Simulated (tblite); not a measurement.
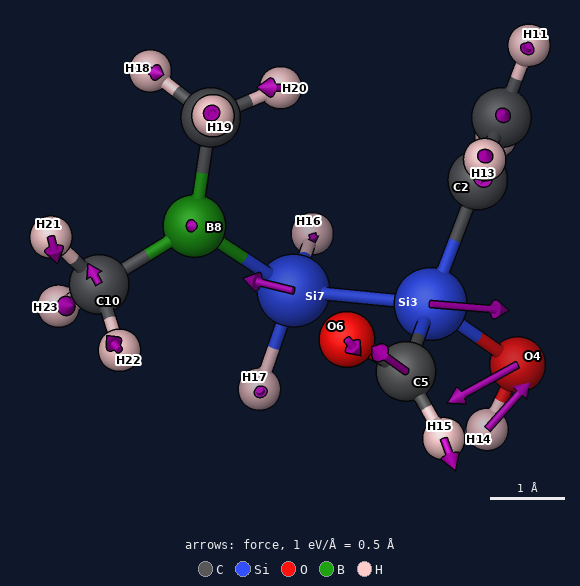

Starting geometry of C5H13BO2Si2 with the computed forces as purple arrows. A ball-and-stick model, seen face on.

Method: tblite, GFN2-xTB geometry optimisation, gas phase. 

**What follows when this structure is relaxed?**

It isn't relaxed: the largest force vector, on a Si atom, is 2.57 eV/Å. The final displacements have little in common with the starting forces (cosine between the two patterns 0.21). The largest move after the best rigid fit is that of an H atom, 2.06 Å. By element the largest moves are H 2.06 Å, C 1.13 Å, O 0.41 Å, Si 0.41 Å, B 0.28 Å. Near-neighbour distances that change, for instance: Si–Si 2.224 → 2.331 Å, C–Si 1.838 → 1.912 Å, O–Si 1.710 → 1.637 Å, H–O 1.001 → 0.953 Å. Among the angles between lasting bonds that change: Si–O–H 104.3° → 122.0°, O–Si–C 109.4° → 100.4°, H–Si–H 109.2° → 101.6°. Groups turn about O–Si by about 120°, C–Si by about 55°, B–C by about 25°. After 217 geometry steps the energy has fallen by 0.691 eV. The run took 4.5 s on 1 thread of Arm Neoverse N1, with other jobs on the host.
